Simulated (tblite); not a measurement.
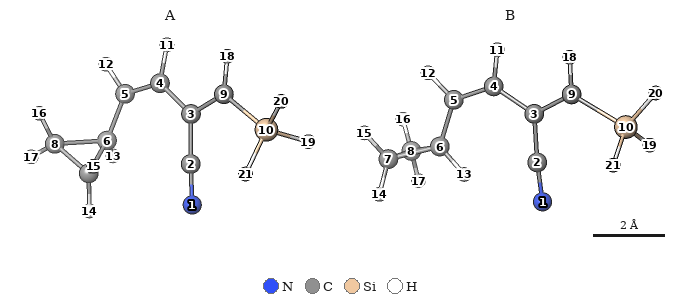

Two geometries of C8H11NSi, drawn at one scale. One is the start of a relaxation, the other its converged end. Style: ball-and-stick. Shown from a free direction.

The calculation used tblite 0.8.0, GFN2-xTB geometry optimisation, gas phase. 

### Which one is relaxed?

Structure B is the relaxed one. H15 moves most after the best rigid fit: 2.44 Å. By element the largest moves are H 2.44 Å, C 1.27 Å, Si 0.61 Å, N 0.33 Å. Among the contacts that change: C6–H13 1.133 → 1.080 Å, C9–Si10 1.833 → 1.883 Å, C4–H11 1.119 → 1.084 Å, C4–C5 1.307 → 1.339 Å. Bond angles that change, for instance: C5–C6–C8 110.4° → 118.4°, C8–C6–H13 109.2° → 116.4°, C3–C9–H18 122.6° → 116.6°. Groups turn about C5–C6 by about 95°, C9–Si10 by about 25°. After 208 geometry steps the energy has fallen by 0.784 eV. Cost: 1.7 s on 1 thread of Arm Neoverse V2, with other jobs on the host.
